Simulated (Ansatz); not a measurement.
## Single-point calculation of NaBNH3

The run: single-point calculation of NaBNH3. Method and program: RKS PBE0-D4/def2-TZVPP (Ansatz 0.2.0).

The geometry comes from this level: PBE0-D4/def2-TZVP.

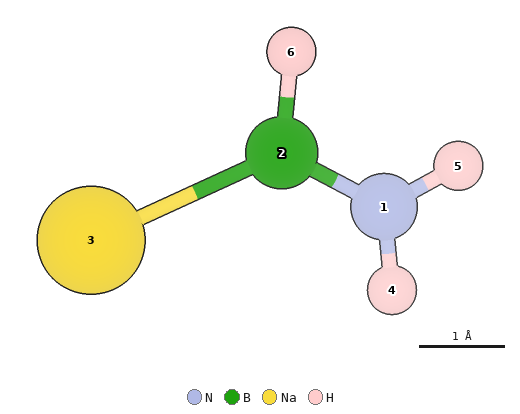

Fig. 1: The structure as given in the input (ball-and-stick view, seen on its broad side; atoms are numbered from 1 in the order of the input). Sticks mark near contacts. Bond lengths as drawn: B–H 1.21 Å, B–N 1.40 Å, B–Na 2.50 Å and H–N 1.00 to 1.01 Å.

Key numbers

| quantity | value |
| --- | --- |
| outcome | converged |
| total energy | −6626.3192 eV |
| mean-field energy | −6626.2604 eV |
| dispersion energy | −0.0589 eV |
| SCF solution under orbital rotations | stable |
| HOMO | −4.14 eV |
| LUMO | −1.04 eV |
| hardware | 2 threads of Arm Neoverse V1, 95 GiB of memory available, shared host |
| wall time | 2.4 s (CPU time 3.8 s) |
| peak memory | 0.19 GiB |

Input
```yaml
crystal:
  periodic: [false, false, false]
  atoms:
    - {symbol: N, position_ang: [0.158825, -0.746015, 0.393242]}
    - {symbol: B, position_ang: [0.129829, 0.476534, -0.282593]}
    - {symbol: Na, position_ang: [-1.868241, 1.892829, -0.798092]}
    - {symbol: H, position_ang: [-0.657276, -1.203581, 0.758952]}
    - {symbol: H, position_ang: [1.007584, -1.266968, 0.567123]}
    - {symbol: H, position_ang: [1.229282, 0.847202, -0.638632]}
basis:
  gaussian: {orbitals: def2-TZVPP}
hamiltonian: {xc: pbe0, dispersion: d4}
output: {orbitals: {seedname: orbitals}}
```

Launch command:
```bash
ansatz run in.yaml --threads 2 --pin off --events-out ev --progress --plain --max-ram 4352MiB
```

The program's output
```
Functional definition: PBE0
  name "PBE0"
  cite "Adamo & Barone, J. Chem. Phys. 110, 6158 (1999) doi:10.1063/1.478522"
  cite "Perdew, Burke & Ernzerhof, Phys. Rev. Lett. 77, 3865 (1996) doi:10.1103/PhysRevLett.77.3865"
  parent pbe
  parameter a = 0.25
  parameter kappa = 0.804
  parameter beta = 0.06672455060314922
  exchange = (1 - a)*pbe_x(kappa = kappa, mu = beta*pi^2/3) + a*exact_x
  correlation = pbe_c(beta = beta)
787 factors; their error is unknown
mean field evaluation 1: about -6617.7138 eV, gradient 6.0e1 eV
mean field evaluation 2: about -6588.8562 eV, gradient 1.1e2 eV
mean field evaluation 4: about -6626.1385 eV, gradient 5.0e0 eV
mean field evaluation 8: about -6626.2602 eV, gradient 2.4e-1 eV
mean field -6626.26032043 eV, -243.5105753352 hartree, gradient 4.8e-5 eV, S^2 0.000000; 0 other end points of the search recorded, 0 dependent functions left out
reference -6626.26035672 eV, -243.5105766688 hartree; 13, 13 occupied and 123, 123 virtual orbitals, 787 factors
Total energy: -6626.31921395 eV, -243.5127396322 hartree
```

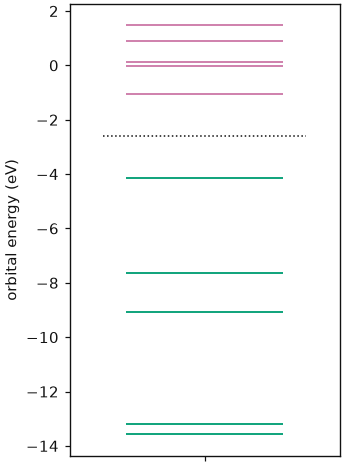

Fig. 2: Orbital energies near the frontier; the dotted line parts filled from empty levels, and levels within 0.02 eV of each other stand side by side. Highest filled −4.14 eV, lowest empty −1.04 eV, 3.10 eV apart.
